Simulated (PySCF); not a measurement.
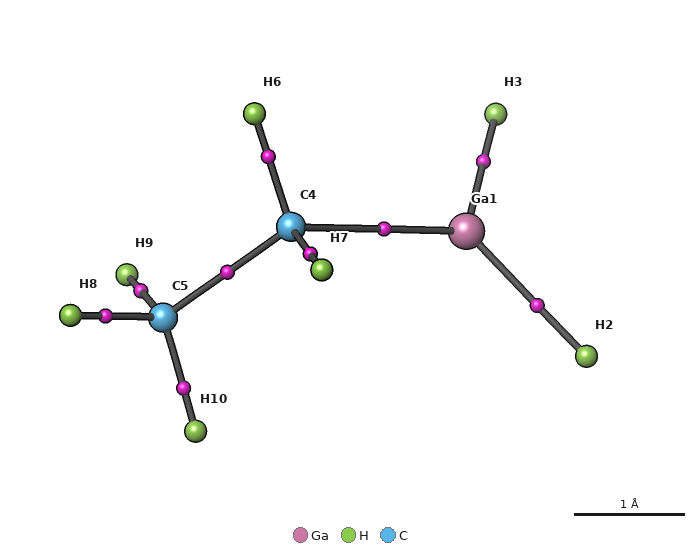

Figure 1: GaH2Et (C$_{2}$H$_{7}$Ga). Molecular graph of the electron density (QTAIM): bond paths, bond critical points (magenta), ring points (cyan, if any); weak paths are dashed.

PySCF calculation, BLYP/def2-SVPD, gas phase; geometry: GFN2-xTB. No frequency check shows the geometry to be a minimum. GFN2-xTB bond lengths at metals and heavier atoms can be off by up to 0.1 Å and shapes distorted, which carries into these values.

Input script:

```python
import numpy as np
from pyscf import gto, scf, dft
from pyscf.scf import atom_ks, atom_hf
from scipy.linalg import block_diag

def solve(mol, dm0=None, hcore=None):
    mf = (dft.UKS if mol.spin else dft.RKS)(mol, xc='blyp')
    mf.grids.level = 3
    mf = mf.density_fit(auxbasis='def2-universal-jkfit')
    mf.conv_tol, mf.max_cycle = 1e-8, 80
    if hcore is not None:
        mf.get_hcore = lambda *args: hcore
    mf.kernel(dm0)
    if not mf.converged:
        mf = mf.newton().run(mf.mo_coeff, mf.mo_occ, max_cycle=30)
    assert mf.converged, 'SCF not converged'
    return mf

mol = gto.M(atom='''
Ga    -0.82402    -0.03844     0.00112
H     -1.61032    -0.53747    -1.28399
H     -1.67616    -0.24163     1.32458
C      1.07964     0.69068    -0.03629
C      2.12097    -0.44058     0.02659
H      1.24037     1.37401     0.80920
H      1.24348     1.27380    -0.95332
H      3.13407    -0.03767    -0.00545
H      2.01094    -1.01557     0.94789
H      1.99863    -1.12458    -0.81530
''', basis='def2-svpd', charge=0, spin=0, verbose=4)
mf = solve(mol)
mf.analyze()
# spherically averaged free atoms, for the promolecule
atm = atom_ks.get_atm_nrks(mol, xc='blyp')
pro = block_diag(*[(atm[a[0]][2] * atm[a[0]][3]) @ atm[a[0]][2].T for a in mol._atom])
np.savez('result.npz', e=mf.e_tot, c=mf.mo_coeff, occ=mf.mo_occ, eps=mf.mo_energy, pro=pro, dip=mf.dip_moment(verbose=0), s2=mf.spin_square()[0])
```

Command:

```sh
OMP_NUM_THREADS=1 python input.py
```

The run took 16 s on 1 thread of Arm Neoverse V2, with other jobs on the host, peak memory 0.49 GiB.

Partitions, critical points and surface values were worked out afterwards from this run's density.

How many critical points of each kind are there, and does the count close?

10 nuclei, 9 bond, 0 ring and 0 cage critical points: 10 − 9 + 0 − 0 = 1, as the Poincaré–Hopf relation requires.

Give the properties at the bond critical points.

| bond | length (Å) | ρ (a.u.) | ∇²ρ (a.u.) | ε | H (a.u.) |
| --- | --- | --- | --- | --- | --- |
| C5–H8 | 1.091 | 0.275 | −0.99 | 0.00 | −0.293 |
| C5–H10 | 1.092 | 0.275 | −0.98 | 0.01 | −0.292 |
| C5–H9 | 1.092 | 0.275 | −0.98 | 0.01 | −0.292 |
| C4–H6 (2 alike) | 1.099 | 0.268 | −0.92 | 0.03 | −0.278 |
| C4–C5 | 1.539 | 0.232 | −0.49 | 0.03 | −0.179 |
| Ga1–H2 | 1.587 | 0.111 | +0.12 | 0.04 | −0.052 |
| Ga1–H3 | 1.587 | 0.111 | +0.12 | 0.04 | −0.052 |
| Ga1–C4 | 2.039 | 0.104 | +0.10 | 0.03 | −0.048 |

What kind of interaction is Ga1–C4?

Polar or intermediate (positive Laplacian, negative energy density H): ρ = 0.104, ∇²ρ = +0.10, H = −0.048 a.u.
